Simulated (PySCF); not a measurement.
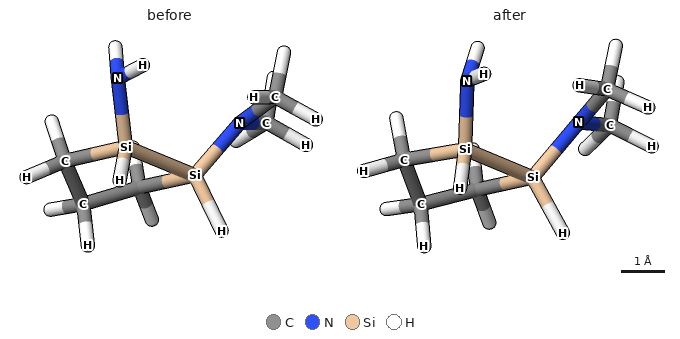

The structure of C₅H₁₆N₂Si₂ before (left) and after (right) a relaxation, at one scale.

The picture is a stick view, seen from a free direction.

The start comes from GFN2-xTB. Its atoms were then displaced at random by about 0.01 Å.

Level of theory: PySCF, PBE0-D3(BJ)/def2-SVP geometry optimisation, gas phase. 

Summarise the run.

An H atom moves most after the best rigid fit: 0.53 Å. By element the largest moves are H 0.53 Å, C 0.26 Å, N 0.23 Å, Si 0.11 Å. Among the contacts that change: N–Si 1.695 → 1.751 Å, H–Si 1.455 → 1.497 Å, C–H 1.070 → 1.111 Å, H–Si 1.472 → 1.510 Å. Among the angles between lasting bonds that change: Si–Si–N 124.8° → 119.2°, C–Si–N 107.5° → 112.1°, N–Si–H 101.8° → 106.0°. The energy falls by 0.325 eV in 9 geometry steps. The run took 5.5 min on 1 thread of Arm Neoverse V1, with other jobs on the host.
